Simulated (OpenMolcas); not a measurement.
# GeSiH6O (SMILES [OH][GeH2][SiH3]): UHF/ANO-RCC-VDZP (DKH2, RICD fitting, scramble 0.25)

Aim: an energy scan of GeSiH6O. 

The calculation is run with OpenMolcas 26.06.

4 further runs of the same task are left out: 4 set aside as unsound or not needed.

### 1 The structure to begin with

GeSiH6O: 9 atoms, total charge 0, spin state singlet. SMILES: `[OH][GeH2][SiH3]`. Geometry: relaxed at PBE0-D4/def2-TZVP. This is one conformer, not always the lowest.

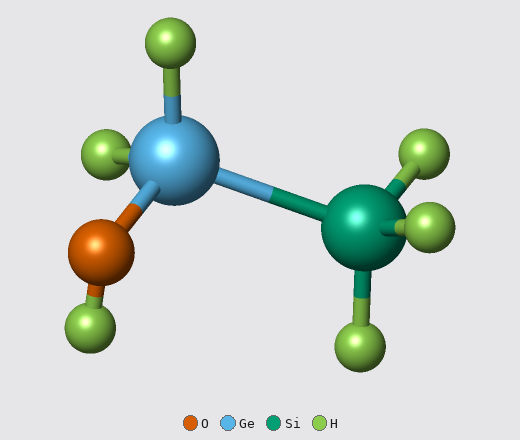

Viewed from a chosen angle; oxygen orange, germanium blue, silicon teal, hydrogen green.

### 2 The energy along one coordinate at UHF/ANO-RCC-VDZP (DKH2, RICD fitting, scramble 0.25)

File point1.xyz:

```xyz
9
R = 4.638
O     -3.239995     1.138182     1.802655
Ge    -1.488295     1.034582     2.161955
Si    -1.048795    -0.875718     3.527855
H     -3.547995     0.402882     1.268455
H      0.873700     0.832100    -1.824400
H     -1.186495     2.361682     2.873355
H      0.411405    -0.997818     3.785855
H     -1.514495    -2.101218     2.823755
H     -1.767395    -0.761118     4.823255
```

File run.inp:

```
* GeH6OSi Hartree-Fock

&GATEWAY
 Coord = point1.xyz
 Basis = ANO-RCC-VDZP
 Group = NoSym
 RICD

&SEWARD

&SCF
 UHF
 Scramble = 0.25
 PrOrbitals = 0
>>> ForEach K in (1, 2, 3, 4, 5, 6, 7, 8, 9)

&GATEWAY
 Coord = $CurrDir/point$K.xyz
 Basis = ANO-RCC-VDZP
 Group = NoSym
 RICD

&SEWARD

&SCF
 UHF
 PrOrbitals = 0
 FileOrb = $Project.UhfOrb
>>> EndDo
```

The run is started by

```console
$ export MOLCAS_MEM=1860
$ pymolcas run.inp > run.log
```

The program printed:

```text
--- Start Module: gateway ---
[...]
--- Stop Module: gateway /rc=_RC_ALL_IS_WELL_ ---
[...]
      Basis functions           89
[...]
       Convergence after  21 Iterations
[...]
::    Total SCF energy                              -2464.9065217219
[...]
--- Start Module: seward ---
[...]
--- Stop Module: seward /rc=_RC_ALL_IS_WELL_ ---
[...]
--- Start Module: scf ---
[...]
       Convergence after   9 Iterations
[...]
::    Total SCF energy                              -2465.0065015516
[...]
      Total spin, S                                    -0.0000000000
[...]
      Total electronic charge=   60.000000
      Total            charge=   -0.000000
[...]
      Dipole Moment (debye):
      Origin of the operator (angstrom)=    0.0424    0.4236   -0.3370
                   X=  1.6172E+00               Y= -1.5661E+00               Z= -3.9494E-01           Total=  2.2856E+00
      Quadrupole Moment (debye*angstrom):
[...]
--- Stop Module: scf /rc=_RC_ALL_IS_WELL_ ---
[...]
```

Wall time 64 s (1 thread of Intel Xeon 6975P-C (Granite Rapids), shared host); peak memory 0.24 GiB.

The scan, from its lowest point:

```
H5–Ge2 (Å)  energy (kJ/mol)
     4.638            280.3
     3.711            278.6
     3.092            271.5
     2.628            248.6
     2.242            186.5
     1.933             86.6
     1.701             21.6
     1.546              0.0
     1.392             17.8
```

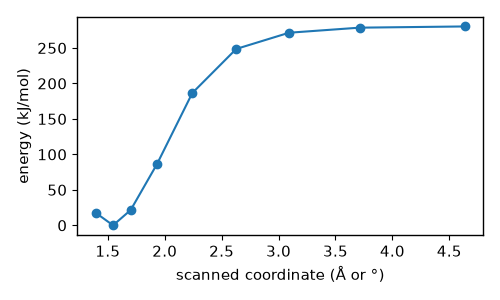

Energy along the scan.

### 3 Outcome

Level: UHF/ANO-RCC-VDZP (DKH2, RICD fitting, scramble 0.25).

| quantity | value |
| --- | --- |
| lowest energy of the scan | -2465.01329 Eh |
